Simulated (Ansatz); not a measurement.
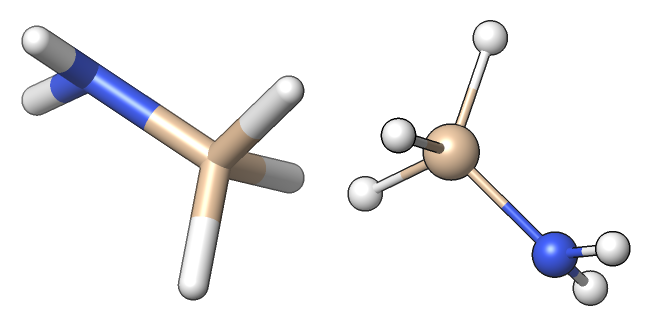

The same structure drawn twice, from different directions. Colours: silicon light orange, nitrogen blue, hydrogen white.

Count the atoms of each element.

Answer. H₅NSi, 7 atoms: 5 hydrogen, 1 nitrogen and 1 silicon.

What is the point group of this geometry?

Answer. Cs.

Count the bonded pairs by element.

Answer. 3 Si–H, 2 N–H, 1 N–Si. Sticks follow a distance rule.

The parts below concern this one geometry. Atoms keep their numbers from picture to picture. The geometry was computed by an optimisation with PBE0-D4/def2-TZVP. No frequency run is at hand to confirm it as a minimum.

### Geometry

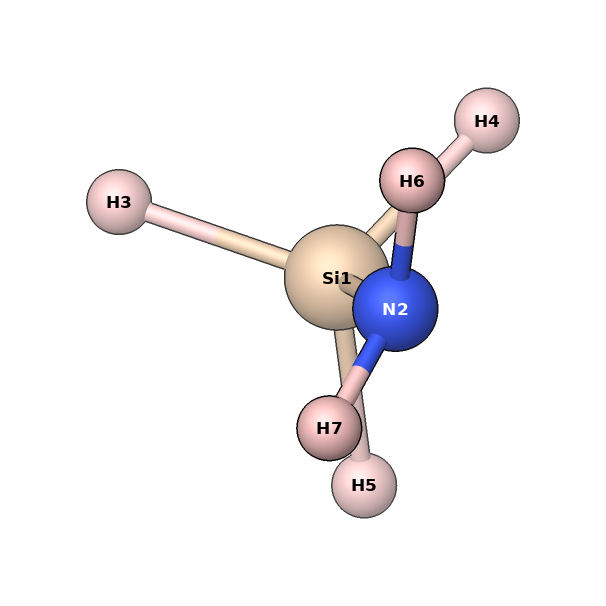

Si1 lies behind N2. The molecule seen a little off the N2–Si1 bond, N2 in front. Atoms fade into the background with distance from the viewer. No frequency run is at hand to confirm it as a minimum.

What is the torsion angle H6–N2–Si1–H3? The sign is positive where the front bond must turn clockwise to cover the back bond.

Answer. −71°, synclinal (gauche).

### Charges

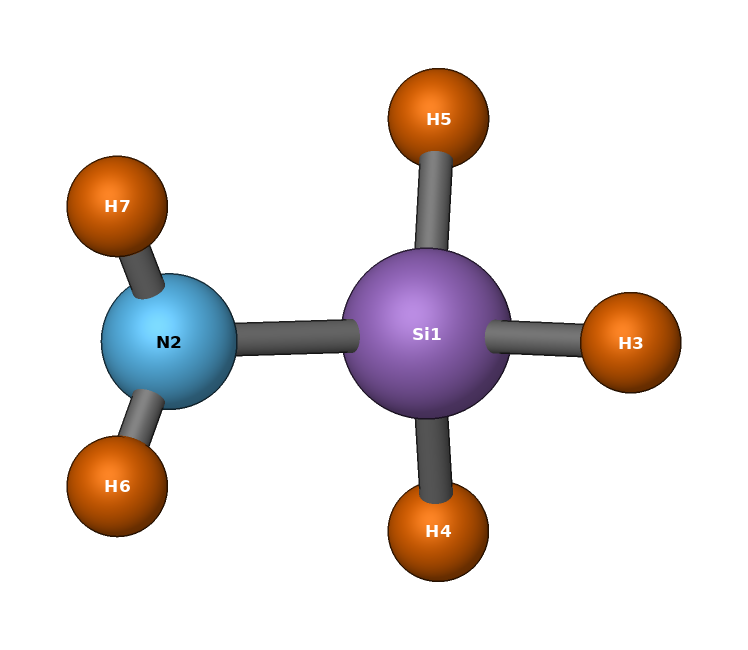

The questions are on Mulliken charges. No frequency run is at hand to confirm it as a minimum. Method: RKS PBE0-D4/def2-TZVP (Ansatz 0.2.0).

List the Mulliken charges.

```
atom  value (e)
 Si1       0.28
  N2      −0.63
  H3      −0.05
  H4      −0.03
  H5      −0.03
  H6       0.24
  H7       0.24
```

### Dipole moment

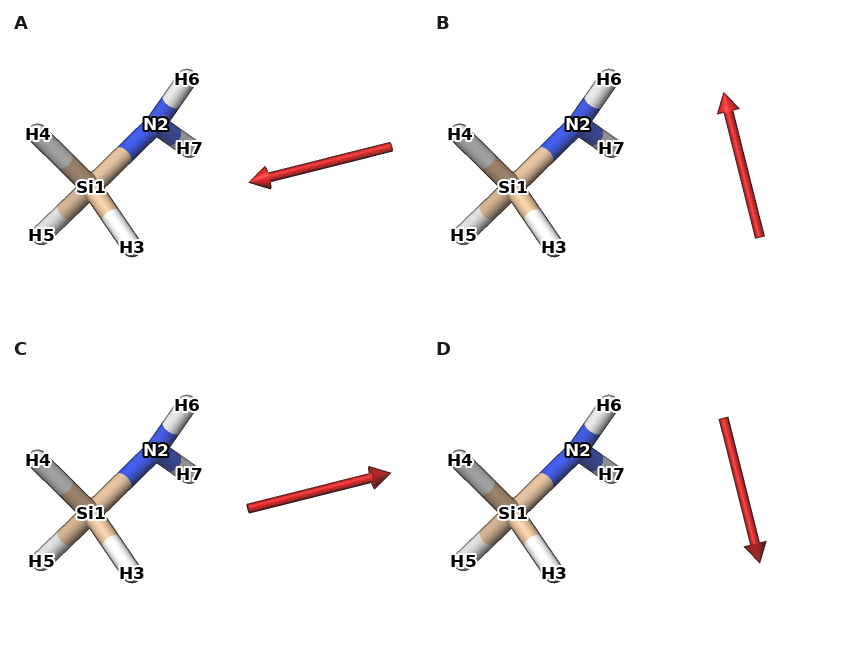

The same molecule four times, each with an arrow. No frequency run is at hand to confirm it as a minimum. Properties computed with RKS PBE0-D4/def2-TZVP (Ansatz 0.2.0).

Which arrow points along the dipole moment, from the negative to the positive end?

Answer. C. The dipole moment is 1.37 D; it points from the side of H4, H5 to the side of H6, H7 (the outermost atoms at the two ends).

### Electronic properties

No frequency run is at hand to confirm it as a minimum. Properties computed with RKS PBE0-D4/def2-TZVPPD (Ansatz 0.2.0).

What does the calculation give?

- HOMO energy (Kohn–Sham orbital): −7.47 eV
- LUMO energy (Kohn–Sham orbital): −0.03 eV
- HOMO–LUMO gap: 7.44 eV
- dispersion correction: −6.7 kJ/mol

Mulliken values depend strongly on the basis set and can even reverse the polarity of a bond.
